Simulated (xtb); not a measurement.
**Run report: C2HAlF2O, geometry relaxation (part 3 of 3)**

Continued. System: C2HAlF2O, SMILES F[C]1=C[O][Al]1[F]. Method: GFN-FF (xtb 6.7.1). The geometry: force field.

Geometry of the input (Å):
```
F  -0.7711  -1.3581  1.4437
C  -0.2065  -0.5466  0.5023
C  0.9655  -0.6385  -0.1660
O  0.9526  0.5631  -0.9458
Al -0.7053  1.0032  -0.3341
F  -1.9846  2.2878  -0.4593
H  1.8107  -1.3789  -0.0865
```

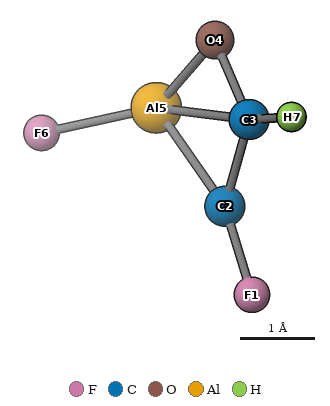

The geometry at step 18 of the log (ball-and-stick view, seen at a tilt; atoms are numbered from 1 in the order of the input).

### What the program printed, continued
```
........................................................................
.............................. CYCLE   30 ..............................
........................................................................
     iter. time                 ...        0 min,  0.000 sec
 * total energy  :    -1.0278326 Eh     change       -0.1072277E-05 Eh
   gradient norm :     0.0005739 Eh/α   predicted    -0.4980970E-06 ( -53.55%)
   displ. norm   :     0.0136649 α      lambda       -0.8150150E-06
   maximum displ.:     0.0130484 α      in ANC's #2, #5, #3, ...

........................................................................
.............................. CYCLE   31 ..............................
........................................................................
     iter. time                 ...        0 min,  0.000 sec
 * total energy  :    -1.0278335 Eh     change       -0.8555443E-06 Eh
   gradient norm :     0.0005274 Eh/α   predicted    -0.4082582E-06 ( -52.28%)
   displ. norm   :     0.0096538 α      lambda       -0.5636072E-06
   maximum displ.:     0.0094813 α      in ANC's #2, #3, #9, ...

........................................................................
.............................. CYCLE   32 ..............................
........................................................................
     iter. time                 ...        0 min,  0.000 sec
 * total energy  :    -1.0278341 Eh     change       -0.5975048E-06 Eh
   gradient norm :     0.0004554 Eh/α   predicted    -0.2822079E-06 ( -52.77%)
   displ. norm   :     0.0060929 α      lambda       -0.3953631E-06
   maximum displ.:     0.0059012 α      in ANC's #2, #9, #1, ...

........................................................................
.............................. CYCLE   33 ..............................
........................................................................
     iter. time                 ...        0 min,  0.000 sec
 * total energy  :    -1.0278345 Eh     change       -0.4038627E-06 Eh
   gradient norm :     0.0003091 Eh/α   predicted    -0.1980420E-06 ( -50.96%)
   displ. norm   :     0.0030197 α      lambda       -0.1935281E-06
   maximum displ.:     0.0026440 α      in ANC's #2, #1, #4, ...

........................................................................
.............................. CYCLE   34 ..............................
........................................................................
     iter. time                 ...        0 min,  0.000 sec
 * total energy  :    -1.0278347 Eh     change       -0.1912675E-06 Eh
   gradient norm :     0.0001868 Eh/α   predicted    -0.9585517E-07 ( -49.88%)
   displ. norm   :     0.0015004 α      lambda       -0.7624972E-07
   maximum displ.:     0.0010428 α      in ANC's #2, #6, #4, ...

........................................................................
.............................. CYCLE   35 ..............................
........................................................................
     iter. time                 ...        0 min,  0.000 sec
 * total energy  :    -1.0278348 Eh     change       -0.7137874E-07 Eh
   gradient norm :     0.0001644 Eh/α   predicted    -0.3639796E-07 ( -49.01%)
   displ. norm   :     0.0006792 α      lambda       -0.2466818E-07
   maximum displ.:     0.0004890 α      in ANC's #6, #4, #2, ...

   *** GEOMETRY OPTIMIZATION CONVERGED AFTER 35 ITERATIONS ***

------------------------------------------------------------------------
 total energy gain   :        -0.0290377 Eh      -18.2214 kcal/mol
 total RMSD          :         0.5983823 a0        0.3167 Å
 total power (kW/mol):        -2.1782391 (step)-8768.0530 (real)
------------------------------------------------------------------------

 ANCopt (total)                0 d,  0 h,  0 min,  0.009 sec
 optimizer setup                ...        0 min,  0.000 sec (  1.641%)
 model hessian                  ...        0 min,  0.000 sec (  3.473%)
 ANC generation                 ...        0 min,  0.000 sec (  2.321%)
 coordinate transformation      ...        0 min,  0.000 sec (  4.379%)
 single point calculation       ...        0 min,  0.003 sec ( 34.045%)
 optimization log               ...        0 min,  0.001 sec ( 14.837%)
 hessian update                 ...        0 min,  0.000 sec (  3.057%)
 rational function              ...        0 min,  0.001 sec ( 13.937%)

================
 final structure:
================
7
 xtb: 6.7.1
F           -0.65025847081057       -1.49941110386559        1.43585327174557
C           -0.37106222175369       -0.62148008078318        0.50026111954913
C            0.86361390730605       -0.50261371678350       -0.13732076770755
O            0.88789360652592        0.44663297925790       -1.05226554172323
Al          -0.81657493684424        0.93511901753137       -0.76743728594117
F           -1.58617098058179        2.29985464166882       -0.11507175277338
H            1.73385909615839       -1.12610173702546        0.09028095685088

 Bond Distances (Angstroems)
 ---------------------------
F1-C2=1.3130         C2-F1=1.3130         C2-C3=1.3947         C2-Al5=2.0563        C3-C2=1.3947         C3-O4=1.3186
C3-Al5=2.2994        C3-H7=1.0945         O4-C3=1.3186         O4-Al5=1.7958        Al5-C2=2.0563        Al5-C3=2.2994
Al5-O4=1.7958        Al5-F6=1.6972        F6-Al5=1.6972        H7-C3=1.0945
 C  H  Rav=1.0945 sigma=0.0000  Rmin=1.0945  Rmax=1.0945     1
 C  C  Rav=1.3947 sigma=0.0000  Rmin=1.3947  Rmax=1.3947     1
 O  C  Rav=1.3186 sigma=0.0000  Rmin=1.3186  Rmax=1.3186     1
 F  C  Rav=1.3130 sigma=0.0000  Rmin=1.3130  Rmax=1.3130     1
 Al C  Rav=2.1779 sigma=0.1215  Rmin=2.0563  Rmax=2.2994     2
 Al O  Rav=1.7958 sigma=0.0000  Rmin=1.7958  Rmax=1.7958     1
 Al F  Rav=1.6972 sigma=0.0000  Rmin=1.6972  Rmax=1.6972     1

 selected bond angles (degree)
 --------------------
C3-C2-F1=124.82                Al5-C2-F1=154.07               Al5-C2-C3= 81.11               O4-C3-C2=113.26
Al5-C3-C2= 62.07               Al5-C3-O4= 51.19               H7-C3-C2=124.08                H7-C3-O4=122.67
H7-C3-Al5=173.82               Al5-O4-C3= 93.92               C3-Al5-C2= 36.82               O4-Al5-C2= 71.71
O4-Al5-C3= 34.90               F6-Al5-C2=118.03               F6-Al5-C3=136.79               F6-Al5-O4=135.24

 selected dihedral angles (degree)
 ---------------------------------
O4-C3-C2-F1=179.28            O4-C3-C2-Al5=359.48           Al5-C3-C2-F1=179.80           H7-C3-C2-F1=359.15
H7-C3-C2-Al5=179.35           Al5-O4-C3-C2=  0.59           Al5-O4-C3-H7=180.72           C3-Al5-C2-F1=180.38
O4-Al5-C2-F1=180.75           O4-Al5-C2-C3=  0.37           F6-Al5-C2-F1= 48.58           F6-Al5-C2-C3=228.20
C2-Al5-C3-O4=179.39           C2-Al5-C3-H7=184.99           O4-Al5-C3-C2=180.61           O4-Al5-C3-H7=  5.61
F6-Al5-C3-C2= 73.94           F6-Al5-C3-O4=253.33           F6-Al5-C3-H7=258.94           C2-Al5-O4-C3=359.61
F6-Al5-O4-C3=111.31
           -------------------------------------------------
          |                Final Singlepoint                |
           -------------------------------------------------
         :::::::::::::::::::::::::::::::::::::::::::::::::::::
         ::                     SUMMARY                     ::
         :::::::::::::::::::::::::::::::::::::::::::::::::::::
         :: total energy              -1.027834750448 Eh    ::
         :: gradient norm              0.000164437076 Eh/a0 ::
         ::.................................................::
         :: bond energy               -1.007031366311 Eh    ::
         :: angle energy               0.012975715219 Eh    ::
         :: torsion energy             0.002882007282 Eh    ::
         :: repulsion energy           0.057603286290 Eh    ::
         :: electrostat energy        -0.093562470807 Eh    ::
         :: dispersion energy         -0.002512163842 Eh    ::
         :: HB energy                  0.000000000000 Eh    ::
         :: XB energy                  0.000000000000 Eh    ::
         :: bonded atm energy          0.001810241721 Eh    ::
         :: external energy            0.000000000000 Eh    ::
         :: add. restraining           0.000000000000 Eh    ::
         :: total charge              -0.000000000000 e     ::
         :::::::::::::::::::::::::::::::::::::::::::::::::::::

           -------------------------------------------------
          |                Property Printout                |
           -------------------------------------------------

molecular dipole:
                 x           y           z       tot (Debye)
 q only:        0.253      -0.474      -0.474       1.821
           -------------------------------------------------
          |                Geometry Summary                 |
           -------------------------------------------------

      molecular mass/u    :      106.0071623
   center of mass at/Å    :       -0.4023477       0.3108066      -0.0754604
  moments of inertia/u·Å² :        0.1057418E+03   0.2286620E+03   0.3201545E+03
rotational constants/cm⁻¹ :        0.1594225E+00   0.7372292E-01   0.5265468E-01

 * 5 selected distances

     #   Z          #   Z                                           value/Å
     1   9 F        2   6 C                                       1.3130295
     2   6 C        3   6 C                                       1.3946560
     3   6 C        4   8 O                                       1.3186292
     5  13 Al       6   9 F                                       1.6971631 (max)
     3   6 C        7   1 H                                       1.0944710 (min)

 * 5 distinct bonds (by element types)

   Z      Z             #   av. dist./Å        max./Å        min./Å
   1 H    6 C           1     1.0944710     1.0944710     1.0944710
   6 C    6 C           1     1.3946560     1.3946560     1.3946560
   6 C    8 O           1     1.3186292     1.3186292     1.3186292
   6 C    9 F           1     1.3130295     1.3130295     1.3130295
   9 F   13 Al          1     1.6971631     1.6971631     1.6971631

optimized geometry written to: xtbopt.xyz

           -------------------------------------------------
          | TOTAL ENERGY               -1.027834750448 Eh   |
          | GRADIENT NORM               0.000164437076 Eh/α |
           -------------------------------------------------
########################################################################
[WARNING] Runtime exception occurred
-1- gfnff_setup: Could not read topology file.
########################################################################

------------------------------------------------------------------------
------------------------------------------------------------------------
 total:
 *  cpu-time:     0 d,  0 h,  0 min,  0.014 sec
 * ratio c/w:     0.926 speedup
 SCF:
 *  cpu-time:     0 d,  0 h,  0 min,  0.001 sec
 * ratio c/w:     0.995 speedup
 ANC optimizer:
 *  cpu-time:     0 d,  0 h,  0 min,  0.010 sec
 * ratio c/w:     0.900 speedup
```

### File xtbopt.xyz
```
7
 energy: -1.027834750448 gnorm: 0.000164437076 xtb: 6.7.1
F           -0.65025847081057       -1.49941110386559        1.43585327174557
C           -0.37106222175369       -0.62148008078318        0.50026111954913
C            0.86361390730605       -0.50261371678350       -0.13732076770755
O            0.88789360652592        0.44663297925790       -1.05226554172323
Al          -0.81657493684424        0.93511901753137       -0.76743728594117
F           -1.58617098058179        2.29985464166882       -0.11507175277338
H            1.73385909615839       -1.12610173702546        0.09028095685088
```

### Standard error
```
normal termination of xtb
```

### Trajectory as extended XYZ (Å, eV, eV/Å), 26 of the 35 frames kept, from step=0 to step=34
```
7
Properties=species:S:1:pos:R:3 step=0 energy=-27.17865
F    -0.7711   -1.3581    1.4437
C    -0.2065   -0.5466    0.5023
C     0.9655   -0.6385   -0.1660
O     0.9526    0.5631   -0.9458
Al   -0.7053    1.0032   -0.3341
F    -1.9846    2.2878   -0.4593
H     1.8107   -1.3789   -0.0865
7
Properties=species:S:1:pos:R:3 step=1 energy=-27.55578
F    -0.7525   -1.3764    1.4473
C    -0.2245   -0.5628    0.5183
C     0.9586   -0.6172   -0.1773
O     0.9490    0.5347   -0.9274
Al   -0.7094    1.0161   -0.3391
F    -1.9507    2.2791   -0.4709
H     1.7908   -1.3415   -0.0965
7
Properties=species:S:1:pos:R:3 step=3 energy=-27.85996
F    -0.7021   -1.4418    1.4660
C    -0.2651   -0.6074    0.5580
C     0.9264   -0.5740   -0.1894
O     0.9472    0.5102   -0.9228
Al   -0.7033    1.0660   -0.3653
F    -1.8895    2.2632   -0.4943
H     1.7477   -1.2842   -0.0979
7
Properties=species:S:1:pos:R:3 step=4 energy=-27.91505
F    -0.6584   -1.5014    1.4825
C    -0.2804   -0.6326    0.5740
C     0.8962   -0.5626   -0.1820
O     0.9433    0.5230   -0.9416
Al   -0.6874    1.0965   -0.3917
F    -1.8765    2.2807   -0.5079
H     1.7246   -1.2716   -0.0791
7
Properties=species:S:1:pos:R:3 step=5 energy=-27.92536
F    -0.6353   -1.5256    1.4862
C    -0.2861   -0.6405    0.5781
C     0.8844   -0.5588   -0.1786
O     0.9400    0.5224   -0.9443
Al   -0.6819    1.1063   -0.4057
F    -1.8743    2.2944   -0.5117
H     1.7145   -1.2663   -0.0697
7
Properties=species:S:1:pos:R:3 step=7 energy=-27.93705
F    -0.5941   -1.5530    1.4808
C    -0.2972   -0.6448    0.5761
C     0.8728   -0.5575   -0.1713
O     0.9312    0.5094   -0.9443
Al   -0.6851    1.1079   -0.4440
F    -1.8710    2.3292   -0.4968
H     1.7047   -1.2592   -0.0461
7
Properties=species:S:1:pos:R:3 step=8 energy=-27.94035
F    -0.5827   -1.5541    1.4738
C    -0.3035   -0.6413    0.5713
C     0.8733   -0.5590   -0.1679
O     0.9279    0.5017   -0.9461
Al   -0.6935    1.1002   -0.4658
F    -1.8659    2.3420   -0.4772
H     1.7056   -1.2575   -0.0338
7
Properties=species:S:1:pos:R:3 step=10 energy=-27.94534
F    -0.5751   -1.5476    1.4621
C    -0.3166   -0.6300    0.5626
C     0.8754   -0.5586   -0.1625
O     0.9275    0.4935   -0.9554
Al   -0.7084    1.0831   -0.5030
F    -1.8487    2.3460   -0.4349
H     1.7071   -1.2544   -0.0148
7
Properties=species:S:1:pos:R:3 step=11 energy=-27.94754
F    -0.5759   -1.5445    1.4579
C    -0.3239   -0.6257    0.5573
C     0.8749   -0.5554   -0.1596
O     0.9277    0.4893   -0.9657
Al   -0.7171    1.0695   -0.5285
F    -1.8326    2.3468   -0.4047
H     1.7083   -1.2481   -0.0025
7
Properties=species:S:1:pos:R:3 step=12 energy=-27.95142
F    -0.5829   -1.5374    1.4506
C    -0.3378   -0.6199    0.5451
C     0.8732   -0.5466   -0.1542
O     0.9265    0.4778   -0.9903
Al   -0.7376    1.0361   -0.5871
F    -1.7927    2.3507   -0.3347
H     1.7127   -1.2286    0.0249
7
Properties=species:S:1:pos:R:3 step=14 energy=-27.95958
F    -0.6176   -1.5170    1.4450
C    -0.3512   -0.6128    0.5303
C     0.8680   -0.5253   -0.1505
O     0.9257    0.4625   -1.0261
Al   -0.7593    0.9911   -0.6614
F    -1.7199    2.3229   -0.2347
H     1.7156   -1.1894    0.0517
7
Properties=species:S:1:pos:R:3 step=15 energy=-27.94295
F    -0.6512   -1.4965    1.4330
C    -0.3680   -0.6095    0.5052
C     0.8621   -0.5020   -0.1421
O     0.9093    0.4315   -1.0718
Al   -0.7988    0.9301   -0.7790
F    -1.6184    2.3111   -0.0908
H     1.7263   -1.1326    0.0997
7
Properties=species:S:1:pos:R:3 step=16 energy=-27.96459
F    -0.6365   -1.5065    1.4406
C    -0.3527   -0.6138    0.5202
C     0.8665   -0.5169   -0.1472
O     0.9128    0.4484   -1.0407
Al   -0.7729    0.9739   -0.7025
F    -1.6778    2.3117   -0.1827
H     1.7219   -1.1650    0.0665
7
Properties=species:S:1:pos:R:3 step=18 energy=-27.96739
F    -0.6498   -1.4975    1.4350
C    -0.3575   -0.6123    0.5105
C     0.8712   -0.5140   -0.1418
O     0.8989    0.4383   -1.0544
Al   -0.7896    0.9627   -0.7388
F    -1.6444    2.3062   -0.1374
H     1.7326   -1.1515    0.0811
7
Properties=species:S:1:pos:R:3 step=19 energy=-27.96763
F    -0.6510   -1.4967    1.4348
C    -0.3582   -0.6115    0.5104
C     0.8708   -0.5131   -0.1416
O     0.8988    0.4382   -1.0549
Al   -0.7899    0.9625   -0.7403
F    -1.6415    2.3030   -0.1352
H     1.7322   -1.1505    0.0810
7
Properties=species:S:1:pos:R:3 step=20 energy=-27.96788
F    -0.6562   -1.4927    1.4332
C    -0.3621   -0.6084    0.5080
C     0.8694   -0.5087   -0.1401
O     0.8971    0.4361   -1.0596
Al   -0.7943    0.9573   -0.7538
F    -1.6247    2.2924   -0.1178
H     1.7320   -1.1439    0.0844
7
Properties=species:S:1:pos:R:3 step=22 energy=-27.96832
F    -0.6527   -1.4926    1.4345
C    -0.3651   -0.6122    0.5044
C     0.8667   -0.5082   -0.1394
O     0.8965    0.4382   -1.0573
Al   -0.7966    0.9528   -0.7559
F    -1.6190    2.2946   -0.1172
H     1.7314   -1.1406    0.0853
7
Properties=species:S:1:pos:R:3 step=23 energy=-27.96845
F    -0.6513   -1.4931    1.4358
C    -0.3668   -0.6143    0.5031
C     0.8657   -0.5082   -0.1394
O     0.8964    0.4399   -1.0556
Al   -0.7985    0.9509   -0.7573
F    -1.6157    2.2958   -0.1174
H     1.7315   -1.1391    0.0852
7
Properties=species:S:1:pos:R:3 step=24 energy=-27.96859
F    -0.6499   -1.4937    1.4376
C    -0.3686   -0.6168    0.5018
C     0.8648   -0.5083   -0.1398
O     0.8961    0.4426   -1.0529
Al   -0.8016    0.9486   -0.7594
F    -1.6112    2.2969   -0.1179
H     1.7317   -1.1374    0.0850
7
Properties=species:S:1:pos:R:3 step=26 energy=-27.96867
F    -0.6498   -1.4940    1.4382
C    -0.3689   -0.6176    0.5015
C     0.8646   -0.5082   -0.1405
O     0.8952    0.4452   -1.0509
Al   -0.8047    0.9466   -0.7610
F    -1.6069    2.2966   -0.1181
H     1.7318   -1.1366    0.0851
7
Properties=species:S:1:pos:R:3 step=27 energy=-27.96869
F    -0.6501   -1.4940    1.4380
C    -0.3687   -0.6178    0.5014
C     0.8646   -0.5078   -0.1406
O     0.8945    0.4459   -1.0507
Al   -0.8060    0.9453   -0.7616
F    -1.6049    2.2964   -0.1178
H     1.7318   -1.1361    0.0856
7
Properties=species:S:1:pos:R:3 step=29 energy=-27.96875
F    -0.6509   -1.4951    1.4369
C    -0.3687   -0.6191    0.5006
C     0.8648   -0.5056   -0.1399
O     0.8915    0.4472   -1.0512
Al   -0.8109    0.9401   -0.7642
F    -1.5969    2.2972   -0.1161
H     1.7324   -1.1326    0.0882
7
Properties=species:S:1:pos:R:3 step=30 energy=-27.96877
F    -0.6510   -1.4963    1.4365
C    -0.3693   -0.6202    0.5001
C     0.8647   -0.5043   -0.1391
O     0.8899    0.4472   -1.0518
Al   -0.8134    0.9376   -0.7656
F    -1.5925    2.2982   -0.1152
H     1.7329   -1.1302    0.0895
7
Properties=species:S:1:pos:R:3 step=31 energy=-27.96879
F    -0.6510   -1.4975    1.4362
C    -0.3700   -0.6210    0.4999
C     0.8644   -0.5034   -0.1384
O     0.8888    0.4469   -1.0523
Al   -0.8150    0.9361   -0.7666
F    -1.5895    2.2991   -0.1147
H     1.7334   -1.1283    0.0902
7
Properties=species:S:1:pos:R:3 step=33 energy=-27.96881
F    -0.6504   -1.4992    1.4359
C    -0.3709   -0.6215    0.5001
C     0.8638   -0.5027   -0.1374
O     0.8880    0.4465   -1.0525
Al   -0.8164    0.9353   -0.7673
F    -1.5867    2.2999   -0.1149
H     1.7339   -1.1263    0.0904
7
Properties=species:S:1:pos:R:3 step=34 energy=-27.96881
F    -0.6503   -1.4994    1.4359
C    -0.3711   -0.6215    0.5003
C     0.8636   -0.5026   -0.1373
O     0.8879    0.4466   -1.0523
Al   -0.8166    0.9351   -0.7674
F    -1.5862    2.2999   -0.1151
H     1.7339   -1.1261    0.0903
```

### Results in brief

- outcome: converged
- total energy: −1.027835 hartree
- dispersion energy: −0.002512 hartree
- dipole moment: 1.82 D
- hardware: 1 thread of AMD EPYC (Zen 3), 176 GiB of memory available, shared host
- peak memory: 0.069 GiB
